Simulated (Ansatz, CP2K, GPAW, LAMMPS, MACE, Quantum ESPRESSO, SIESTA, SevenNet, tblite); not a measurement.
## tblite runs on amorphous Si0.9Ge0.1 (94 atoms)

Wanted: tblite inputs and outputs for amorphous Si0.9Ge0.1 (94 atoms), checked against a plane-wave reference.

Main program and level: tblite 0.8.0; the method is named at each step.

## 1. Starting point

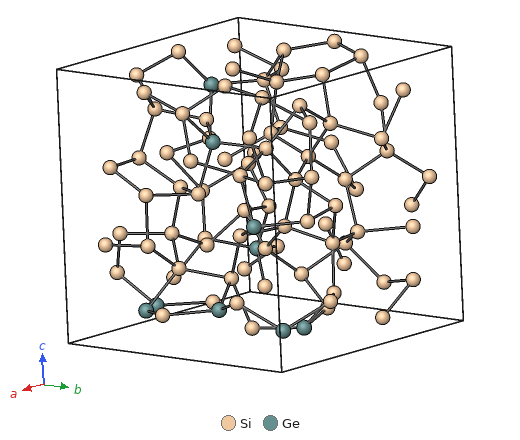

The cell as given, slightly off an axis (silicon light orange, germanium teal). Some periodic images of atoms are drawn too.

The cell holds 94 atoms: 85 Si and 9 Ge. Cell: a = 12.402 Å, b = 12.402 Å, c = 12.402 Å, α = 90.0°, β = 90.0°, γ = 90.0°. 94 atoms (85 Si, 9 Ge) placed at random at 2.65 g/cm³, melted at 3500 K for 10 ps at fixed volume with the Tersoff potential (Tersoff, Phys. Rev. B 39, 5566 (1989)). Quenched from 3500 K to 700 K at 3 K/ps and fixed volume, held 5 ps.

The yardstick, on the same geometry:

```
method                 : Kohn-Sham DFT, PBE, PAW, plane waves (Ansatz 0.2.0); cutoff 420 eV, Γ point, fermi-dirac smearing of 0.05 eV; PAW set soft_2
r.m.s. force component : 0.7519 eV/Å
longest force          : 2.567 eV/Å
pressure               : 1.79 GPa
SCF cycles             : 11
time                   : 11 s on 8 threads of Arm Neoverse V2, shared host
CPU time               : 83 s
```

## 2. IPEA1-xTB

Method: IPEA1-xTB tight binding, diagonalisation.

The input, run.py:

```python
import numpy as np
from ase.io import read
from tblite.ase import TBLite

atoms = read("structure.xyz")
atoms.calc = TBLite(method="IPEA1-xTB", electronic_temperature=580, accuracy=1.0, max_iterations=250, mixer_damping=0.1, verbosity=1)
energy = atoms.get_potential_energy()
forces = atoms.get_forces()
print(f"energy {energy:.6f} eV")
print("forces (eV/A)")
for i, (a, f) in enumerate(zip(atoms, forces)):
    print(f"{i:4d} {a.symbol:2s} {f[0]:10.5f} {f[1]:10.5f} {f[2]:10.5f}")
stress = -atoms.get_stress(voigt=False) * 160.21766
print("stress (GPa, compression positive)")
for row in stress:
    print(" ".join(f"{x:10.4f}" for x in row))
print("charges (e)")
print(np.array2string(atoms.get_charges(), precision=4, suppress_small=True, max_line_width=110, threshold=100000))
```

The input, structure.xyz:

```xyz
94
Lattice="12.40220 0.00000 0.00000 0.00000 12.40220 0.00000 0.00000 0.00000 12.40220" Properties=species:S:1:pos:R:3 pbc="T T T"
Si 4.42759 6.89203 2.36907
Si 12.19248 10.92175 10.40941
Si 7.27587 9.67967 10.81472
Si 0.09240 9.75061 4.98296
Si 3.77362 9.71551 4.45140
Si 2.89914 5.09408 12.01476
Si 1.51307 9.17118 1.68732
Si 9.82329 5.74135 6.88496
Si 2.86850 2.71187 6.62885
Si 2.54791 7.90938 3.51875
Si 0.45628 2.09758 2.36187
Si 3.23908 12.27136 11.03883
Si 0.86791 0.47240 11.34739
Si 11.04056 3.88164 11.50664
Si 2.70331 4.53796 8.42246
Si 5.10859 9.54721 9.59112
Si 11.81297 4.38182 4.74979
Si 6.92130 8.93901 7.32437
Si 0.48505 0.15155 1.14088
Si 4.96534 2.32157 8.12357
Si 0.69130 11.38472 6.54687
Si 8.27202 1.08383 11.48332
Si 5.94623 10.10866 4.39757
Si 7.09592 11.05731 2.45055
Si 8.43945 8.61928 8.99060
Si 0.89780 6.34497 12.16718
Si 11.28476 6.28209 10.84882
Si 7.79342 4.63941 9.75086
Si 2.43802 3.48142 10.41475
Si 10.09551 7.80495 12.03472
Si 6.25232 6.42062 3.80872
Si 9.19263 2.87012 10.30846
Si 8.50431 2.94602 4.55657
Si 11.68300 9.32869 2.67639
Si 2.07923 11.37579 2.14335
Si 1.04141 6.03454 7.59498
Si 6.91423 8.17392 5.13079
Si 8.03638 7.00352 0.60833
Si 3.15301 8.58195 6.58978
Si 5.60245 4.74657 5.23782
Si 1.32145 5.73800 3.92244
Si 1.20239 9.18110 9.74639
Si 5.39669 0.25474 1.69178
Si 4.69609 6.15273 11.02667
Si 8.60254 3.65629 6.73539
Si 9.67024 0.92434 4.55235
Si 8.76377 11.51333 10.51248
Si 8.65946 6.45076 2.91477
Si 2.17287 10.25315 7.87031
Si 3.96474 0.90139 5.41418
Si 6.34645 4.36185 7.64732
Si 1.26825 7.57340 5.67413
Si 6.72187 3.63769 1.19173
Si 9.79947 4.40055 3.36918
Si 6.13810 1.73569 12.20277
Si 5.00615 8.84264 1.15229
[... 34 atom lines left out ...]
Ge 4.32800 2.01809 10.40470
Ge 11.02977 3.44198 1.58823
Ge 10.35522 9.36614 5.87133
Ge 7.13040 9.25613 0.69589
```

Run with:

```
$ OMP_NUM_THREADS=1 python run.py > output.txt
```

The program printed:

```text
------------------------------------------------------------
  cycle        total energy    energy error   density error
------------------------------------------------------------
      1     -179.1590249255  -1.8002425E+02   5.8658250E-01
      2     -181.1006236570  -1.9415987E+00   4.9540246E-01
      3     -181.2009871995  -1.0036354E-01   3.7123864E-01
      4     -181.0876362833   1.1335092E-01   1.0107912E-01
      5     -181.2111370903  -1.2350081E-01   6.1655809E-02
      6     -181.2555597363  -4.4422646E-02   2.4736130E-02
      7     -181.2651077770  -9.5480407E-03   6.8795037E-03
      8     -181.2673938007  -2.2860236E-03   3.3191952E-03
      9     -181.2675102169  -1.1641623E-04   2.3603533E-03
     10     -181.2675122359  -2.0189875E-06   1.5813065E-03
     11     -181.2675163791  -4.1432021E-06   4.7192503E-04
     12     -181.2675239547  -7.5756679E-06   1.9113114E-04
     13     -181.2675247447  -7.8994293E-07   1.2915576E-04
     14     -181.2675247571  -1.2388057E-08   8.5366664E-05
     15     -181.2675247742  -1.7163472E-08   3.1144911E-05
     16     -181.2675247909  -1.6707276E-08   1.2881324E-05
------------------------------------------------------------
 total:                                   8.153 sec
energy -4932.540591 eV
forces (eV/A)
   0 Si   -0.06864   -0.74630    0.51560
   1 Si    0.09546    0.67106    0.55138
   2 Si   -0.28319    0.81168   -2.21221
   3 Si    0.48490   -1.15034   -0.82759
   4 Si   -2.45122    0.02311    1.15667
   5 Si   -0.34161   -0.29297    0.14226
   6 Si   -0.66008   -0.29514    1.28390
   7 Si   -0.39844   -0.12362   -0.35804
   8 Si    1.25256    0.33587    1.66677
   9 Si    0.41010   -0.46709   -1.18836
  10 Si    0.77099    0.55430    0.93694
  11 Si   -0.17746    0.27148   -0.19773
  12 Si    0.28225   -0.15698   -1.90085
  13 Si   -0.24475    0.20023   -0.27547
  14 Si    0.37137    1.11234   -1.73315
  15 Si    0.03283    0.74558    2.42950
  16 Si    0.15890    0.10471   -0.52765
  17 Si    0.53683    0.72584   -0.66793
  18 Si   -0.87421    0.82049    0.21436
  19 Si    0.39064    0.70901   -0.45475
  20 Si    0.41467    1.79564   -0.30229
  21 Si   -0.19137    1.27529    0.69322
  22 Si    2.09057    1.30175   -1.14524
  23 Si   -1.05172   -0.32585   -0.20760
[...]
86 Ge   -0.51491    0.31128   -0.10362
  87 Ge   -1.10835   -0.64735   -0.48764
  88 Ge    0.31940   -1.27595   -0.15875
  89 Ge   -0.80393    0.70754   -0.43007
  90 Ge    0.73768   -0.70078    1.18890
  91 Ge    1.21212    0.52757   -1.65391
  92 Ge   -0.82086   -0.03228   -0.64821
  93 Ge    3.34333    0.95447    0.75139
stress (GPa, compression positive)
    6.6293     0.9811    -1.0173
    0.9811     4.5170     1.8861
   -1.0173     1.8861     4.5264
charges (e)
[ 0.0426 -0.0446  0.1204  0.1638  0.0042 -0.0214  0.0661  0.1244  0.004   0.0604  0.2026  0.1295  0.0064
  0.1566  0.0517 -0.01    0.0288  0.048   0.0902  0.1638  0.0069  0.0576 -0.0213  0.1287  0.108  -0.0098
  0.0695  0.077   0.0772  0.1665 -0.0213 -0.0001 -0.0083  0.232  -0.0399 -0.0134 -0.0134  0.1835 -0.0231
 -0.0358  0.0991 -0.0357  0.0105 -0.0432 -0.0039  0.0332  0.0073  0.1163 -0.0076  0.0394  0.0279  0.0492
  0.0831  0.1895  0.1327  0.1171 -0.025  -0.0235  0.1457 -0.0224 -0.0145  0.1236  0.0952  0.0245 -0.0111
  0.0155 -0.0218  0.1086  0.1436 -0.027  -0.0161 -0.0204  0.1827  0.0236  0.0313  0.0073  0.0405  0.0441
 -0.0477  0.157   0.1689  0.0327  0.2359  0.0455  0.008  -0.54   -0.5807 -0.3365 -0.4698 -0.5407 -0.5928
 -0.3976 -0.524  -0.5456]
```

Run time: 8.7 s. Hardware: 1 thread of Arm Neoverse V2, shared host; peak memory 0.19 GiB.

Banners, paths, timers and routine set-up lines are dropped from the logs unmarked, and long logs keep their key lines alone; longer cuts are marked.

Numbers from this run, and their distance from the reference:

| Item | Value |
| --- | --- |
| r.m.s. force component | 0.9405 eV/Å |
| r.m.s. difference of force components | 292.9 meV/Å |
| longest difference of force vectors | 1641 meV/Å |
| force difference over r.m.s. force | 38.95 % |
| slope of forces against the reference's | 1.206 |
| correlation of force components | 0.9645 |
| pressure | 5.224 GPa |
| pressure difference | 3.435 GPa |

Length of the force difference by element (eV/Å):

| element | atoms | mean | most |
| --- | --- | --- | --- |
| Ge | 9 | 0.69 | 1.6 |
| Si | 85 | 0.41 | 1.6 |

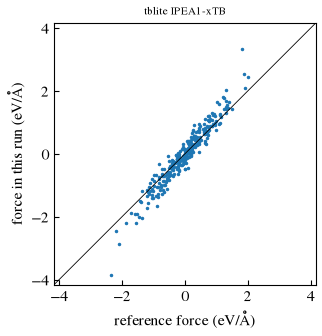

Force components against those of the reference; the line marks equality.

Local excerpt of 9 atoms (numbers count through the whole input) about Si21, which has 5 bonded neighbours where the commonest count for Si is 4; x, y, z are measured from there.

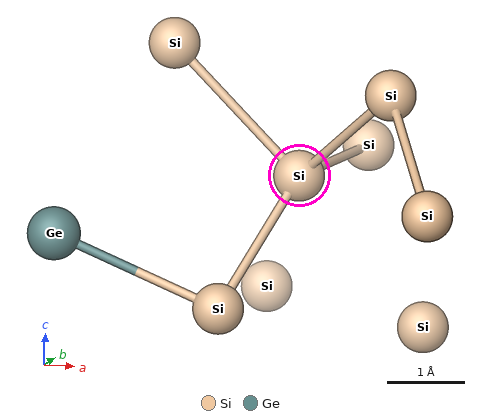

The atoms of the table, within 3.8 Å (arrows a, b, c point along x, y, z); some may hide others; the central atom is ringed.

| atom | x | y | z | distance (Å) | bonds | Mulliken charge (e) | Fx | Fy | Fz (eV/Å) |
| --- | --- | --- | --- | --- | --- | --- | --- | --- | --- |
| Si21 | 0.00 | 0.00 | 0.00 | 0.00 | 5 | 0.01 | 0.41 | 1.80 | -0.30 |
| Si49 | 1.48 | -1.13 | 1.32 | 2.29 | 4 | -0.01 | 0.99 | -0.31 | 0.89 |
| Si4 | -0.60 | -1.63 | -1.56 | 2.34 | 4 | 0.16 | 0.48 | -1.15 | -0.83 |
| Si64 | -1.66 | -0.30 | 1.67 | 2.37 | 4 | 0.02 | 1.63 | 0.17 | 0.63 |
| Si74 | 0.28 | 2.48 | 0.07 | 2.49 | 4 | 0.02 | -1.88 | -1.16 | -1.06 |
| Si75 | 1.65 | 0.34 | -1.92 | 2.55 | 4 | 0.03 | 0.61 | -0.88 | -0.94 |
| Ge93 | -2.74 | -2.02 | -0.68 | 3.47 | 4 | -0.52 | -0.82 | -0.03 | -0.65 |
| Si39 | 2.46 | -2.80 | 0.04 | 3.73 | 4 | -0.02 | 0.84 | 0.74 | -0.82 |
| Si84 | -1.16 | 3.03 | -1.97 | 3.79 | 4 | 0.05 | 0.37 | -0.81 | 0.40 |

Atoms are counted from 1 here, from 0 in the log.

Forces lie 39 % from the reference's, at 0.10 times its CPU time (on 1 against 8 cores).

## 3. GFN1-xTB

Method: GFN1-xTB tight binding, diagonalisation.

run.py: that of step 2 with these lines changed.

```diff
@@ -5,3 +5,3 @@
 atoms = read("structure.xyz")
-atoms.calc = TBLite(method="IPEA1-xTB", electronic_temperature=580, accuracy=1.0, max_iterations=250, mixer_damping=0.1, verbosity=1)
+atoms.calc = TBLite(method="GFN1-xTB", electronic_temperature=580, accuracy=1.0, max_iterations=250, mixer_damping=0.1, verbosity=1)
 energy = atoms.get_potential_energy()
```

structure.xyz is that of step 2.

The program printed:

```text
------------------------------------------------------------
  cycle        total energy    energy error   density error
------------------------------------------------------------
      1     -163.1097791103  -1.6389689E+02   5.0581254E-01
      2     -170.3687777287  -7.2589986E+00   4.2393404E-01
      3     -170.6085090013  -2.3973127E-01   3.7565088E-01
[...]
21     -170.7368678787  -2.9183411E-09   2.2931912E-05
     22     -170.7368678791  -3.4370373E-10   1.2875095E-05
------------------------------------------------------------
 total:                                   9.673 sec
energy -4645.986820 eV
forces (eV/A)
   0 Si   -0.26691   -0.83155    0.25209
   1 Si    0.07786    0.65986    0.76931
   2 Si   -0.43293    0.60104   -1.74225
[...]
92 Ge   -0.72673   -0.21505   -0.58287
  93 Ge    2.98289    0.76914    0.74992
stress (GPa, compression positive)
   11.1208     0.9737    -0.5939
    0.9737     9.2181     1.6311
   -0.5939     1.6311     9.5234
charges (e)
[ 0.0312 -0.0287  0.0686  0.0978 -0.0193 -0.0705  0.0107  0.0476 -0.0064  0.0762  0.0874  0.0893 -0.0125
  0.0762  0.0488  0.0096 -0.0172  0.0283  0.0011  0.115   0.0119 -0.026  -0.0064  0.0866  0.0449 -0.0305
  0.0203  0.0264  0.0262  0.0292  0.0011 -0.0614 -0.052   0.0682 -0.0583 -0.0028 -0.032   0.0947 -0.0369
 -0.0206  0.0626 -0.0186 -0.0378 -0.031   0.0084 -0.0081  0.0171  0.0245  0.0158  0.0287  0.0359  0.0571
  0.0289  0.0678  0.0739  0.0222  0.0096 -0.0123  0.0709 -0.0169 -0.0349  0.0749  0.0521 -0.0083 -0.005
 -0.0019 -0.0376  0.0356  0.0593 -0.0266 -0.0041 -0.0399  0.0502  0.0429  0.0587 -0.0272  0.043   0.0076
 -0.0547  0.068   0.0419  0.0246  0.1284  0.0035 -0.0042 -0.2351 -0.2606 -0.0235 -0.1372 -0.1749 -0.2624
 -0.0758 -0.1753 -0.2162]
```

Wall time 10 s (1 thread); peak memory 0.19 GiB.

Compared with the plane-wave run:

| Quantity | Value |
| --- | --- |
| r.m.s. force component | 0.8915 eV/Å |
| r.m.s. difference of force components | 295.9 meV/Å |
| longest difference of force vectors | 1209 meV/Å |
| force difference over r.m.s. force | 39.35 % |
| slope of forces against the reference's | 1.125 |
| correlation of force components | 0.9492 |
| pressure | 9.954 GPa |
| pressure difference | 8.165 GPa |

Against the first run (39 %), the force difference from the reference is 39 %, at 1.2 times the CPU time.

## 4. The ladder

Differences are against the plane-wave reference, forces as r.m.s. over components; share is that over the reference's r.m.s. force, slope the least-squares factor from reference forces to these. Total energies of different programs have different zeros and aren't compared.

| run | Δ force, r.m.s. (meV/Å) | share (%) | slope | Δ pressure (GPa) | cores | CPU time | memory (GiB) |
| --- | --- | --- | --- | --- | --- | --- | --- |
| reference | - | - | - | - | 8 | 83 s | 2.2 |
| tblite IPEA1-xTB | 293 | 38.9 | 1.206 | 3.43 | 1 | 8.7 s | 0.19 |
| tblite GFN1-xTB | 296 | 39.4 | 1.125 | 8.16 | 1 | 10 s | 0.19 |

CPU time is summed over cores on a shared host, where runs went side by side, so it is rough. Symmetry, cutoffs, thresholds, outputs and thread counts weren't matched or tuned between programs; memory under MPI is the largest rank's times the ranks.

Mean charges by element (e), by run and scheme:

| run | scheme | Si | Ge |
| --- | --- | --- | --- |
| reference | Löwdin | +0.05 | -0.03 |
| tblite IPEA1-xTB | Mulliken | +0.05 | -0.50 |
| tblite GFN1-xTB | Mulliken | +0.02 | -0.17 |

The reference's Löwdin charges lack the electrons that the projection spills, 0.045 e an atom on average.

## 5. Summary of results

```json
{
 "nearest in forces": "a tie at 39 % of 2 runs: tblite IPEA1-xTB; tblite GFN1-xTB"
}
```

Tight binding differs by 39 % in each run; it is another model, with fitted parameters of its own, and the xTB methods hold dispersion. IPEA1-xTB was fitted to ionisation energies and electron affinities, not to forces or charges. Of the electronic-structure runs that take under half the reference's CPU time, tblite IPEA1-xTB is among the nearest, at 39 % in 8.7 s against 83 s; its pressure misses by +3.4 GPa. Charges hang on model, scheme and program or settings: among these rows the mean for Ge runs from -0.50 to -0.03 e. Periodic xTB results under one method name differ between programs and library versions. The quench rate of 3 K/ps is many orders above laboratory rates, so the cell is likely richer in defects and strain than a real sample. The network of bonds at the start is that of the classical potential that made the cell, and needn't be the one that DFT or experiment would give. The electronic-structure runs sample only Γ, in a cell whose shortest periodic width is 12 Å, which is coarse for a cell with partly filled levels.

[Also dropped from logs without a mark: logging warnings of Python, and SIESTA's first energy breakdown and zero terms.]

[Logs are printed without paths, hosts, clocks, repeated set-up lines and the standing remarks that a program may print on its own settings, such as how far it seeks lower states.]

[Hosts, paths, dates, database ids (printed as entryN), source tags and the programs' standing remarks are cut or masked in the printed files.]
